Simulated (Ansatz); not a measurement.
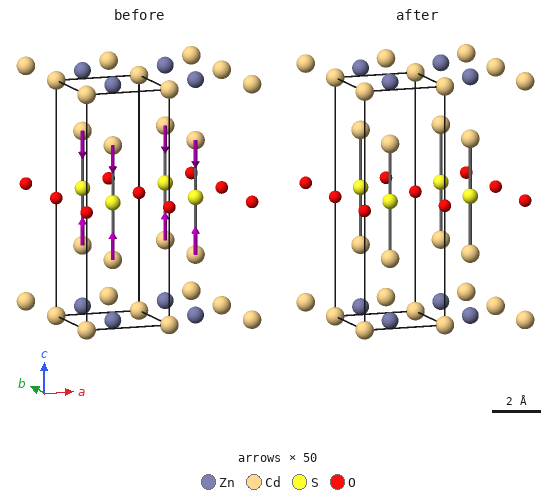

The structure of crystalline ZnCd₃SO (a generated structure, set up in P4/mmm) (coarse preliminary run) before (left) and after (right) a relaxation, at one scale. The purple arrows give the displacements (the part carried along by the change of the cell is left out), magnified 50 times.

The picture is a ball-and-stick view of the cell of the calculation, repeated 2 × 2 × 1 with one cell outlined, seen slightly off an axis.

All numbers below come from DFT PBE, scalar-relativistic, plane waves, PAW (Ansatz 0.2.0). (plane-wave cutoff 420 eV; k-point mesh 6 × 6 × 2; occupations gaussian; smearing width 0.1 eV; collinear spin; cell and atoms relaxed; force threshold 0.04 eV/Å; at most 70 steps)

Describe what moved and what it gained.

The largest moves relative to the cell, 0.024 Å, are those of Cd atoms. O and S and Zn stay in place. Cell: a = b 3.710 → 3.600 Å (−3.0 %), c 10.070 → 10.208 Å (+1.4 %). Volume −4.6 %. Some distances before and after: Cd–Zn 2.623 → 2.545 Å, Cd–Zn 2.588 → 2.648 Å, Cd–S 2.447 → 2.457 Å. The space group stays P4/mmm (No. 123). The energy falls by 13.9 meV per atom in 2 accepted moves (3 points after the start). Largest force component: 0.24 eV/Å at the start, 0.025 eV/Å at the end. Pressure: −1.15 GPa at the start and 0.12 GPa at the end. The SCF was repeated once at an unchanged geometry on a basis and grid sized afresh for the cell, which shifted the energy by 0.6 meV per atom at most. The program noted that the starting moments weren't kept.

Limits of the set-up: layers or molecules are held without a dispersion correction, so their spacing is unreliable.
